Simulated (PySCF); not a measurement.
# LuOCl: how tightly the ligands are held

Aim: take one ligand of each kind off LuOCl, with both parts rigid, and scan its distance from the metal. The structure is generated, not taken from experiment.

Computed with PySCF 2.14.0. Level: PBE0, Lu def2-SVP with ECP28, O def2-SVP, Cl def2-SVP; scalar-relativistic core potentials, no spin–orbit coupling.

1 further run of the same task is left out (for a known fault of the program).

## (1) The system as given

3 atoms, charge 0, spin multiplicity 1.

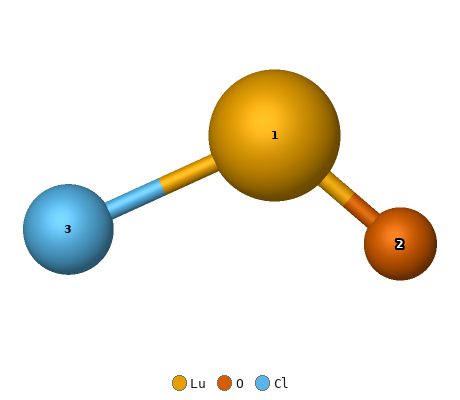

The structure; lutetium amber, oxygen orange, chlorine blue; atoms are numbered from 1 in the order of the file.

Coordinates:

```xyz
3

Lu    0.20900    0.00000   -0.37474
O     1.68073    0.00000    0.62608
Cl   -1.86905    0.00000    0.87497
```

Formal oxidation states: Lu +3. An earlier session relaxed this geometry at PBE0, Lu def2-SVP with ECP28, O def2-SVP, Cl def2-SVP (singlet, point group Cs).

## (2) Rigid scan of O

Atom 2 moves along the line from atom 1; the distance is to the donor, the donors' midpoint or the ring centre. Each point starts from the density of the one before.

```tsv
distance (Å)	energy from the relaxed point (eV)
1.48	3.044
1.58	1.150
1.68	0.246
1.78	0.000
1.88	0.180
1.98	0.623
2.08	1.214
2.23	2.213
```

Wall time 11 s (2 threads of Arm Neoverse V2, shared host).

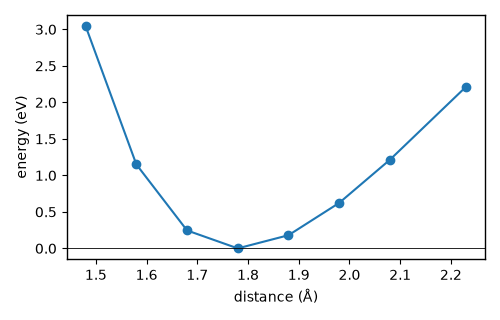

Energy along the rigid scan of O.

## (3) Cl taken off

The ligand (atom 3) keeps its formal charge and a closed shell where it can; ligand and rest are solved at the complex's geometry, in vacuum, with the settings of the relaxation.

```tsv
part	charge	state	energy (Eh)
complex	0	singlet	-1771.187012
ligand	-1	singlet	-459.928134
rest	1	singlet	-1310.933262
```

Run time: 1.1 s. Hardware: 2 threads of Arm Neoverse V2, shared host.

## (4) Rigid scan of Cl

Atom 3 moves along the line from atom 1; the distance is to the donor, the donors' midpoint or the ring centre. Each point starts from the density of the one before.

```tsv
distance (Å)	energy from the relaxed point (eV)
2.12	0.791
2.22	0.302
2.32	0.065
2.42	0.000
2.52	0.050
2.62	0.178
2.82	0.569
3.12	1.288
3.52	2.217
4.02	3.138
```

It took 13 s on 2 threads of Arm Neoverse V2, shared host.

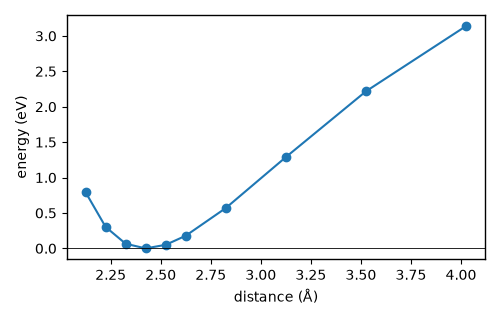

Energy along the rigid scan of Cl.

## (5) What came out

| quantity | value |
| --- | --- |
| stiffness of the O contact | 42.6 eV/Å² |
| taking off Cl | 8.86 eV |
| stiffness of the Cl contact | 11.6 eV/Å² |

**Reading.** Near 1.78 Å the O contact has a stiffness of about 42.6 eV/Å², and the energy stands 2.21 eV higher at 2.23 Å. Taking off Cl as a fragment of charge -1 costs 8.86 eV, much of it the attraction of the two charges. Near 2.42 Å the Cl contact has a stiffness of about 11.6 eV/Å², and the energy stands 3.14 eV higher at 4.02 Å. The free anion is solved without diffuse functions, no counterpoise correction is made, and the parts aren't relaxed; each of these makes the binding look larger. The bases are small and lack diffuse functions. Spin–orbit coupling is left out.
